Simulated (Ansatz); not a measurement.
**AlO2+ (triplet): one geometry, many settings**

What do other methods and options give for AlO2+ (triplet) at this geometry, and how long do they take?

Program: Ansatz 0.2.0, Gaussian basis. Level of theory: the settings change from run to run. These are calculated values, not measurements.

38 further runs of the same task are left out: 17 for a known fault of the program, 11 that didn't finish, 10 set aside as unsound or not needed.

### Step 1. The geometry

The geometry is a PBE0/def2-TZVP stationary point (not a proven minimum) of the parent state, kept for this charge and spin.

3 atoms, charge 1, spin multiplicity 3.

Atoms are counted from 1 here; the program's logs count them from 0.

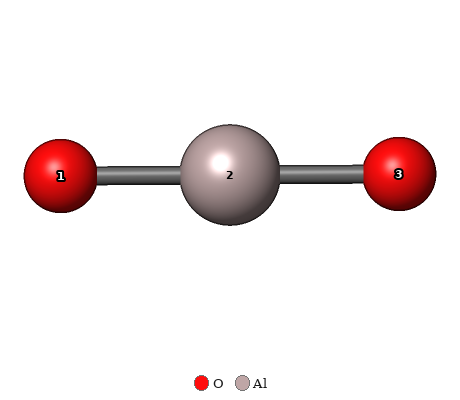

The geometry (oxygen red, aluminium light grey); atoms are numbered from 1 in the order of the file.

### Step 2. CASSCF(8,6)/cc-pVDZ

in.yaml reads:

```yaml
crystal:
  periodic: [false, false, false]
  atoms:
    - {symbol: O, position_ang: [0.000000, 0.000000, 1.781800]}
    - {symbol: Al, position_ang: [0.000000, 0.000000, 0.000000]}
    - {symbol: O, position_ang: [0.000000, 0.000000, -1.781800]}
basis:
  gaussian: {orbitals: cc-pVDZ}
total_charge: 1
magnetization: {spin_polarized: false, initial_magnetization: 2}
correlation: {active_space: {window: {electrons: 8, orbitals: 6}}}
```

The run is started by

```bash
$ ansatz run in.yaml --threads 1 --pin off --events-out ev --progress --plain --max-ram 2393MiB
```

The program printed:

```text
Functional definition: HF
  name "HF"
  cite "Fock, Z. Phys. 61, 126 (1930) doi:10.1007/BF01340294"
  parent pbe
  exchange = exact_x
  correlation = 0
436 factors; integrals over basis functions are off by at most 5.8e-4 eV
mean field evaluation 1: about -10636.1925 eV, gradient 4.7e1 eV
mean field evaluation 2: about -10636.2257 eV, gradient 4.7e1 eV
mean field evaluation 4: about -10641.5189 eV, gradient 1.7e0 eV
mean field evaluation 8: about -10641.5666 eV, gradient 2.0e-1 eV
mean field evaluation 16: about -10641.5671 eV, gradient 1.3e-4 eV
mean field evaluation 32: about -10641.5671 eV, gradient 1.2e-3 eV
mean field evaluation 64: about -10641.0988 eV, gradient 1.1e-6 eV
mean field evaluation 96: about -10643.7814 eV, gradient 1.3e0 eV
mean field evaluation 128: about -10647.3017 eV, gradient 1.8e0 eV
mean field evaluation 160: about -10647.3249 eV, gradient 1.5e0 eV
mean field evaluation 192: about -10647.3500 eV, gradient 3.3e-1 eV
mean field evaluation 224: about -10637.3205 eV, gradient 2.5e1 eV
mean field evaluation 256: about -10647.3356 eV, gradient 7.3e-5 eV
mean field evaluation 288: about -10640.9355 eV, gradient 4.2e-1 eV
mean field -10647.35068961 eV, -391.2829208097 hartree, gradient 7.0e-6 eV, S^2 2.000000; 19 other end points of the search recorded, 0 dependent functions left out
reference -10647.35068961 eV, -391.2829208097 hartree; 15, 13 occupied and 31, 33 virtual orbitals, 436 factors
state -10647.98980845 eV, -391.3064079940 hartree
Total energy: -10647.98980845 eV, -391.3064079940 hartree
```

Run time: 16 s. Hardware: 1 thread of Arm Neoverse V1, shared host.

From the report: 225 determinants; active occupations 2.00, 2.00, 1.97, 1.00, 1.00, 0.03.

### Step 3. BCCD on UHF/cc-pVDZ

Edit in.yaml of step 2 so:

```diff
@@ -9,3 +9,3 @@
 total_charge: 1
-magnetization: {spin_polarized: false, initial_magnetization: 2}
-correlation: {active_space: {window: {electrons: 8, orbitals: 6}}}
+magnetization: {spin_polarized: true, initial_magnetization: 2}
+correlation: {method: bccd, electrons: valence, diis_vectors: 12}
```

Launched as before.

The program printed, shortened:

```text
Functional definition: HF
  name "HF"
  cite "Fock, Z. Phys. 61, 126 (1930) doi:10.1007/BF01340294"
  parent pbe
[...]
436 factors; integrals over basis functions are off by at most 5.8e-4 eV
[...]
mean field -10647.55750603 eV, -391.2905211729 hartree, gradient 7.2e-6 eV, S^2 2.019963; 18 other end points of the search recorded, 0 dependent functions left out
determinant -10647.55750603 eV, -391.2905211729 hartree, with singles and doubles -10657.09767169 eV, -391.6411157945 hartree
determinant -10647.53929410 eV, -391.2898518970 hartree, with singles and doubles -10657.06075924 eV, -391.6397592869 hartree
determinant -10644.01646037 eV, -391.1603901449 hartree, with singles and doubles -10655.25461514 eV, -391.5733847154 hartree
determinant -10643.80849077 eV, -391.1527474032 hartree, with singles and doubles -10653.37116485 eV, -391.5041691940 hartree
determinant -10643.65001471 eV, -391.1469235154 hartree, with singles and doubles -10652.42520383 eV, -391.4694057678 hartree
determinant -10642.80830744 eV, -391.1159913439 hartree, with singles and doubles -10654.44895788 eV, -391.5437773571 hartree
determinant -10647.55750603 eV, -391.2905211729 hartree, with singles and doubles -10657.10395260 eV, -391.6413466134 hartree
determinant -10647.53929410 eV, -391.2898518970 hartree, with singles and doubles -10657.06663611 eV, -391.6399752579 hartree
7 core orbitals not correlated: weight in the atoms' cores, before any rotation towards them, 1.000 or more for the frozen orbitals, at most 0.000 for the correlated occupied ones
reference -10647.55750603 eV, -391.2905211729 hartree; 8, 6 occupied and 31, 33 virtual orbitals, 436 factors
second order -8.89414807 eV of doubles, -0.00000000 eV of singles
cycle   1  -9.49604427 eV  change    5.0e-2 eV  update   1.8e-2
[...]
cycle  10  -9.49932387 eV  change    5.0e-6 eV  update   1.2e-5
Total energy: -10657.05682990 eV, -391.6396148864 hartree
```

Run time: 8.5 s. Hardware: 1 thread of Arm Neoverse V1, shared host.

From the report: ⟨S²⟩ of the determinant 2.020 (pure triplet: 2.00); correlation -9.4993 eV; largest double amplitude 0.05.

### Step 4. NEVPT2(2,4)/cc-pVDZ

Edit in.yaml of step 3 so:

```diff
@@ -9,3 +9,4 @@
 total_charge: 1
-magnetization: {spin_polarized: true, initial_magnetization: 2}
-correlation: {method: bccd, electrons: valence, diis_vectors: 12}
+magnetization: {spin_polarized: false, initial_magnetization: 2}
+correlation: {method: sc_nevpt2, electrons: outside_noble_gas, active_space: {window: {electrons: 2, orbitals: 4}}}
+accuracy: high
```

Launched as before.

The program printed, shortened:

```text
Functional definition: HF
  name "HF"
  cite "Fock, Z. Phys. 61, 126 (1930) doi:10.1007/BF01340294"
  parent pbe
[...]
868 factors; integrals over basis functions are off by at most 3.1e-9 eV
[...]
mean field -10647.35080726 eV, -391.2829251333 hartree, gradient 8.2e-8 eV, S^2 2.000000; 19 other end points of the search recorded, 0 dependent functions left out
[...]
reference -10647.33572466 eV, -391.2823708580 hartree; 15, 13 occupied and 31, 33 virtual orbitals, 868 factors
state -10647.35095245 eV, -391.2829304687 hartree
state -10647.35095245 eV, -391.2829304687 hartree; corrected -10656.52928388 eV, -391.6202279277 hartree
WARN: 2 active orbitals are nearly empty or full. The corrections depend on them more than the energy does, and are more stable in an active space without them
Total energy: -10656.52928388 eV, -391.6202279277 hartree
```

Wall time 38 s (1 thread of Arm Neoverse V1, shared host).

From the report: 16 determinants; active occupations 1.00, 1.00, 0.00, 0.00. The report marks this result as in doubt.

### Step 5. BCCD on ROHF/cc-pVDZ

Edit in.yaml of step 4 so:

```diff
@@ -10,3 +10,3 @@
 magnetization: {spin_polarized: false, initial_magnetization: 2}
-correlation: {method: sc_nevpt2, electrons: outside_noble_gas, active_space: {window: {electrons: 2, orbitals: 4}}}
-accuracy: high
+correlation: {method: bccd, electrons: outside_noble_gas}
+output: {forces: true}
```

The command is unchanged.

The program printed, shortened:

```text
Functional definition: HF
  name "HF"
  cite "Fock, Z. Phys. 61, 126 (1930) doi:10.1007/BF01340294"
  parent pbe
[...]
436 factors; integrals over basis functions are off by at most 5.8e-4 eV
[...]
mean field -10647.35068961 eV, -391.2829208097 hartree, gradient 7.0e-6 eV, S^2 2.000000; 19 other end points of the search recorded, 0 dependent functions left out
[...]
determinant -10647.35068961 eV, -391.2829208097 hartree, with singles and doubles -10657.09456332 eV, -391.6410015637 hartree
determinant -10647.33561162 eV, -391.2823667039 hartree, with singles and doubles -10657.05831996 eV, -391.6396696450 hartree
determinant -10645.56522107 eV, -391.2173060509 hartree, with singles and doubles -10655.38413291 eV, -391.5781444056 hartree
determinant -10643.60521057 eV, -391.1452769936 hartree, with singles and doubles -10653.36619046 eV, -391.5039863885 hartree
[...]
determinant -10647.33561162 eV, -391.2823667039 hartree, with singles and doubles -10657.06325061 eV, -391.6398508430 hartree
7 core orbitals not correlated: weight in the atoms' cores, before any rotation towards them, 1.000 or more for the frozen orbitals, at most 0.000 for the correlated occupied ones
reference -10647.35068961 eV, -391.2829208097 hartree; 8, 6 occupied and 31, 33 virtual orbitals, 436 factors
second order -8.96363659 eV of doubles, -0.13688116 eV of singles
cycle   1  -9.70193104 eV  change    4.8e-2 eV  update   1.9e-2
[...]
cycle  24  -9.70484424 eV  change    6.6e-9 eV  update   1.5e-8
[...]
the multipliers restart with 30 DIIS vectors
Total energy: -10657.05553385 eV, -391.6395672574 hartree
Atom 0 at     0.000000     0.000000     1.781800 Å, force    -0.000000    -0.000000    -0.622593 eV/Å
Atom 1 at     0.000000     0.000000     0.000000 Å, force     0.000000     0.000000     0.000000 eV/Å
Atom 2 at     0.000000     0.000000    -1.781800 Å, force     0.000000     0.000000     0.622593 eV/Å
Dipole moment:     0.000000    -0.000000     0.000000 e Å
```

It took 42 s on 1 thread of Arm Neoverse V1, shared host.

From the report: correlation -9.7048 eV; largest double amplitude 0.05.

### Step 6. The runs in one table

Where basis and cores are those of an earlier UCCSDT(Q)/cc-pVDZ run (-10657.4238 eV), and the state is the same kind, the miss against it is given. † marks a result that the program doubts.

| level | correlated | functions | energy (eV) | from UCCSDT(Q) (meV) | time |
| --- | --- | --- | --- | --- | --- |
| CASSCF(8,6)/cc-pVDZ |  | 46 | -10647.9898 | 9434.0 | 16 s |
| BCCD on UHF/cc-pVDZ | valence | 46 | -10657.0568 | 366.9 | 8.5 s |
| NEVPT2(2,4)/cc-pVDZ † | outside noble gas | 46 | -10656.5293 | 894.5 | 38 s |
| BCCD on ROHF/cc-pVDZ | outside noble gas | 46 | -10657.0555 | 368.2 | 42 s |

### Step 7. Outcome

```
quantity                       value
    runs                           4
quickest  BCCD on UHF/cc-pVDZ, 8.5 s
 slowest  BCCD on ROHF/cc-pVDZ, 42 s
```

What this shows: Total energies in different bases, with other cores or another treatment of relativity can't be set against each other. BCCD on ROHF/cc-pVDZ took 5 times as long as BCCD on UHF/cc-pVDZ; the jobs differ in more than the method. Among the correlated runs with a miss given, it spans +367 to +894 meV. Hartree-Fock, CASSCF and CASCI lack dynamic correlation by design.
